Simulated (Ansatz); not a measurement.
```yaml
atoms:
  - { symbol: B, position_ang: [-1.0786, -0.2806, -0.6772] }
  - { symbol: B, position_ang: [0.2519, -0.8525, -0.9770] }
  - { symbol: Si, position_ang: [0.3241, 0.4084, 0.6092] }
  - { symbol: H, position_ang: [-2.1060, 0.2205, -0.3853] }
  - { symbol: H, position_ang: [1.3424, -1.2699, -1.1458] }
  - { symbol: H, position_ang: [-0.4195, 1.3291, 1.5034] }
  - { symbol: H, position_ang: [1.7469, 0.3770, 1.0269] }
```

Geometry: PBE0-D4/def2-TZVP.

Computed with RKS PBE0-D4/def2-TZVPP in Ansatz.

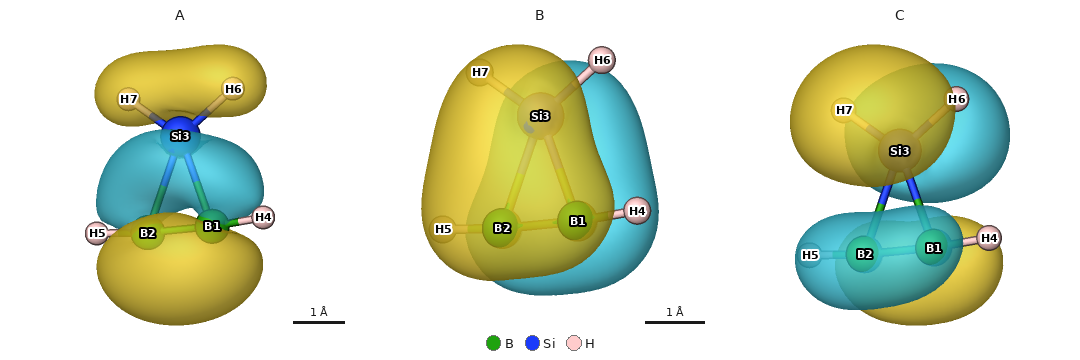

B$_{2}$H$_{4}$Si (SMILES B1B[SiH2]1). Three frontier orbitals at ±0.08 Å⁻³ᐟ² (yellow and cyan are the two phases), in no order.

> Which picture is the HOMO−1, the HOMO and the LUMO?

A is the HOMO−1 (−7.85 eV). It lies mainly on B1 (about 35 %), B2 (about 35 %) and Si3 (about 20 %); it is symmetric in the molecular plane (an in-plane orbital: σ, lone-pair or in-plane π type). B is the HOMO (−7.02 eV). It lies mainly on Si3 (about 35 %), B1 (about 30 %) and B2 (about 30 %); it changes sign across the molecular plane (π type); π-bonding across B1–B2, B1–Si3 and B2–Si3. C is the LUMO (−1.92 eV). By Hirshfeld shares it lies mainly on Si3 (about 55 %), B1 (about 15 %) and B2 (about 15 %); it changes sign across the molecular plane (π type); π-bonding across B1–B2; π-antibonding (a node) across B1–Si3 and B2–Si3.

> What is the HOMO–LUMO gap?

5.10 eV between the orbital energies.
